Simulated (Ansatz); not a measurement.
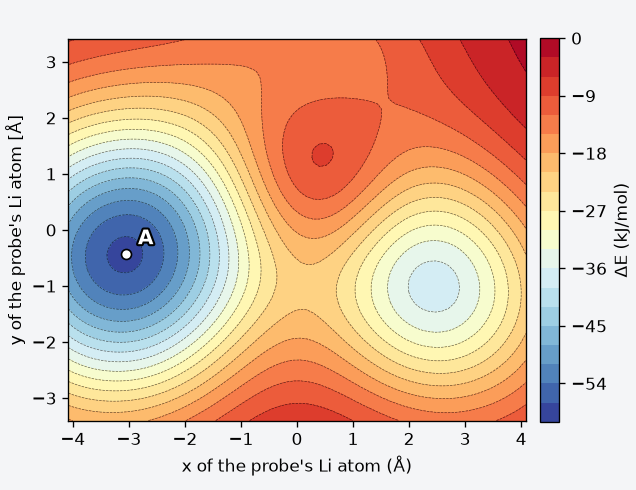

AlBH₅Sb (SMILES [BH2][AlH][SbH2]) with the probe Li+. The probe is moved over a plane parallel to the molecule's main plane, 3.51 Å above it. First axis: x of the probe's Li atom. Second axis: y of the probe's Li atom. Nothing is relaxed (molecule and probe rigid). The scan uses a 13 × 11 grid. Energies: kJ/mol, counted from molecule and probe far apart, each relaxed in its own basis (no counterpoise correction). The calculation used RKS B3LYP-D4/def2-SVP in Ansatz.

Drawn: filled contours, the point A. Between grid points the surface is interpolated.

Q: What is the easiest way out of the well at A, and how high is the barrier?

A: The easiest path leads from the well at about x of the probe's Li atom = −3.05 Å, y of the probe's Li atom = −0.43 Å to the well at about x of the probe's Li atom = 2.47 Å, y of the probe's Li atom = −1.01 Å, about 20 kJ/mol higher. Its highest point lies about 36 kJ/mol above the bottom of the first well on the interpolated surface, at about x of the probe's Li atom = 0.10 Å, y of the probe's Li atom = −1.00 Å. Seen from the upper well the barrier is about 16 kJ/mol. This is the barrier on the constrained surface; relaxing the other coordinates would change it.

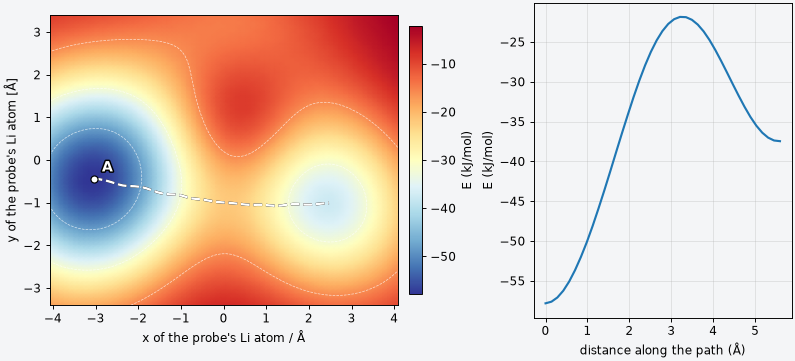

In the figure: a smooth colour map with a few white contour lines, a line along the lowest path, the energy along the path at the right. Between grid points the surface is interpolated.
